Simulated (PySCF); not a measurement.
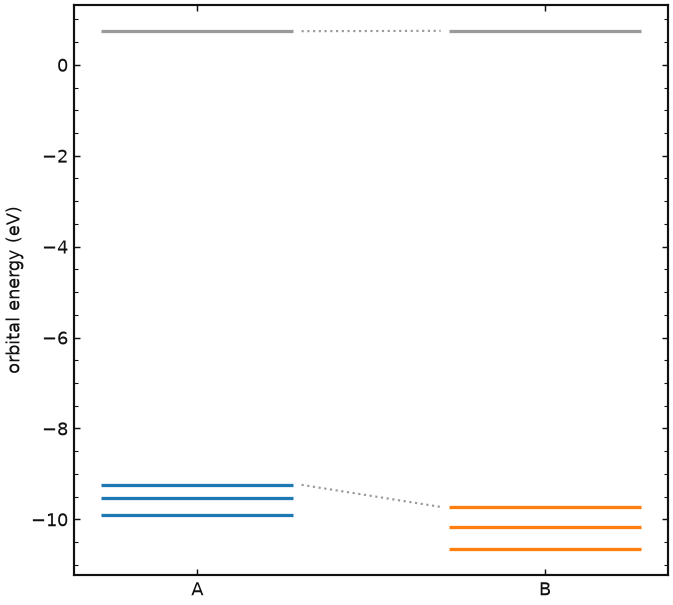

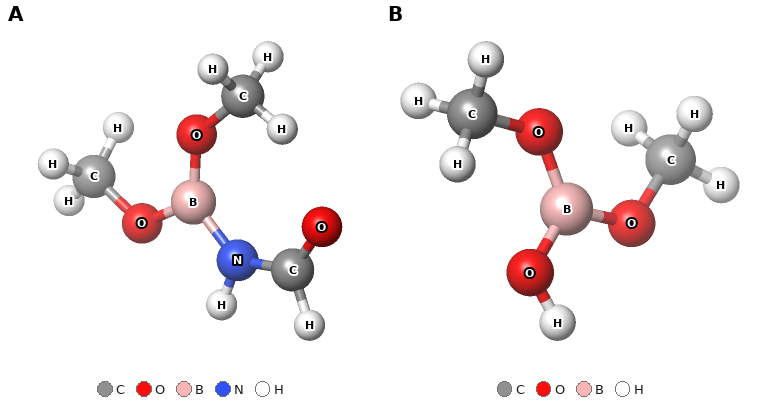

Related molecules: A is C₃H₈BNO₃, SMILES COB(NC=O)OC; B is C₂H₇BO₃, SMILES COB(O)OC. Frontier orbital energies, CAM-B3LYP/def2-SVPD in PySCF, at a PBE0-D3(BJ)/def2-SVP geometry (no frequency check); drawn are at most three filled levels and, in grey, the LUMO with any level within 0.03 eV of it; dotted lines join the HOMOs and the LUMOs.

### What does the change do to the frontier levels?

From A to B the HOMO falls by 0.49 eV and the LUMO hardly moves, so the separation goes from 9.98 to 10.47 eV.

### Does the ΔSCF ionisation energy follow the HOMO?

A: −ε(HOMO) 9.24, ΔSCF 10.09 eV; B: −ε(HOMO) 9.73, ΔSCF 10.63 eV.

Limits of at least one run: empty levels above zero depend strongly on the basis; one conformer of a flexible molecule.
